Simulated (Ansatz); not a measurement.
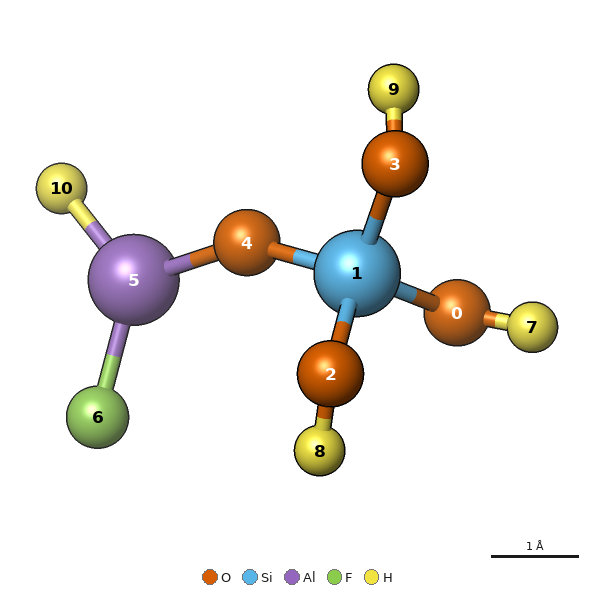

The picture shows the input geometry. Atoms are numbered from 0, in the order of the input.

Ansatz 0.2.0 input:

```yaml
crystal:
  periodic: [false, false, false]
  atoms:
    - {symbol: O, position_ang: [-1.418480, 0.586822, -1.108637]}
    - {symbol: Si, position_ang: [-0.773056, 0.069422, 0.305666]}
    - {symbol: O, position_ang: [-0.571583, 1.290131, 1.366537]}
    - {symbol: O, position_ang: [-1.740198, -0.964305, 1.108965]}
    - {symbol: O, position_ang: [0.616346, -0.638111, -0.123127]}
    - {symbol: Al, position_ang: [2.216960, -0.585566, -0.611433]}
    - {symbol: F, position_ang: [2.975577, 0.874953, -0.653527]}
    - {symbol: H, position_ang: [-2.300517, 0.958825, -1.064622]}
    - {symbol: H, position_ang: [-0.158390, 2.087554, 1.033739]}
    - {symbol: H, position_ang: [-1.783106, -1.861333, 0.777565]}
    - {symbol: H, position_ang: [3.001848, -1.875592, -1.010428]}
basis:
  gaussian: {orbitals: def2-TZVPP}
hamiltonian: {xc: r2scan, dispersion: d4}
output: {forces: true, orbitals: {seedname: orbitals}}
```

Command:

```sh
ansatz run in.yaml --threads 2 --pin off --events-out ev --progress --plain --max-ram 32768MiB --backend cuda --devices 0, --max-vram 18GiB
```

What the program printed:

```
Functional definition: r2SCAN
  name "r2SCAN"
  cite "Furness, Kaplan, Ning, Perdew & Sun, J. Phys. Chem. Lett. 11, 8208 (2020) doi:10.1021/acs.jpclett.0c02405"
  cite "Furness, Kaplan, Ning, Perdew & Sun, J. Phys. Chem. Lett. 11, 9248 (2020) doi:10.1021/acs.jpclett.0c03077"
  parent r2scan
  parameter k0 = 0.174
  parameter k1 = 0.065
  parameter a1 = 4.9479
  exchange = r2scan_x(k0 = k0, k1 = k1, a1 = a1)
  correlation = r2scan_c
1553 factors; their error is unknown
mean field evaluation 1: about -25433.3017 eV, gradient 1.2e2 eV
mean field evaluation 2: about -25382.2698 eV, gradient 2.0e2 eV
mean field evaluation 4: about -25453.1305 eV, gradient 1.7e1 eV
mean field evaluation 8: about -25453.5757 eV, gradient 1.1e-1 eV
mean field evaluation 16: about -25453.5564 eV, gradient 4.8e-4 eV
mean field -25453.55643773 eV, -935.4009460463 hartree, gradient 1.5e-5 eV, S^2 0.000000; 0 other end points of the search recorded, 0 dependent functions left out
the calculation of the forces begins
reference -25453.55645298 eV, -935.4009466066 hartree; 36, 36 occupied and 259, 259 virtual orbitals, 1553 factors
Total energy: -25453.62311680 eV, -935.4033964569 hartree
Atom 0 at    -1.418480     0.586822    -1.108637 Å, force    -0.002532     0.008205    -0.074284 eV/Å
Atom 1 at    -0.773056     0.069422     0.305666 Å, force    -0.011200     0.012221    -0.019750 eV/Å
Atom 2 at    -0.571583     1.290131     1.366537 Å, force    -0.003467     0.022223     0.069761 eV/Å
Atom 3 at    -1.740198    -0.964305     1.108965 Å, force    -0.029830    -0.013450     0.061185 eV/Å
Atom 4 at     0.616346    -0.638111    -0.123127 Å, force     0.026741    -0.046050    -0.015918 eV/Å
Atom 5 at     2.216960    -0.585566    -0.611433 Å, force     0.041363    -0.053867    -0.020924 eV/Å
Atom 6 at     2.975577     0.874953    -0.653527 Å, force     0.015276     0.032598     0.000631 eV/Å
Atom 7 at    -2.300517     0.958825    -1.064622 Å, force    -0.019918     0.011153    -0.003065 eV/Å
Atom 8 at    -0.158390     2.087554     1.033739 Å, force     0.005869     0.017931    -0.002740 eV/Å
Atom 9 at    -1.783106    -1.861333     0.777565 Å, force    -0.005590    -0.019138    -0.004187 eV/Å
Atom 10 at     3.001848    -1.875592    -1.010428 Å, force    -0.016712     0.028174     0.009291 eV/Å
Dipole moment:    -0.131119    -0.151350    -0.234408 e Å
```
